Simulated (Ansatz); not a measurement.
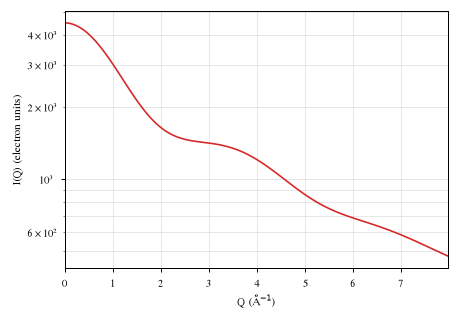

Elastic X-ray scattering of a randomly oriented, rigid molecule, calculated with the Debye equation from neutral-atom form factors (independent atoms, no Compton part, no vibration). The geometry is the end point of an optimisation (UKS PBE-D4/def2-SVP (Ansatz)); it may be a saddle point or a higher isomer. It contains O, In, F, H.

How many electrons does the independent-atom model of the molecule hold?

Answer. I(0) is the square of the electron number: I(0) = 4490, so about 67 electrons, the count of FHInO.

What radius of gyration does the initial fall-off give?

Answer. From I(Q) ≈ I(0) exp(−Q²R²/3) at small Q, R ≈ 1.15 Å. It is larger than the electron-weighted radius of the nuclear positions alone (0.99 Å), because each atom's electron cloud adds to it.
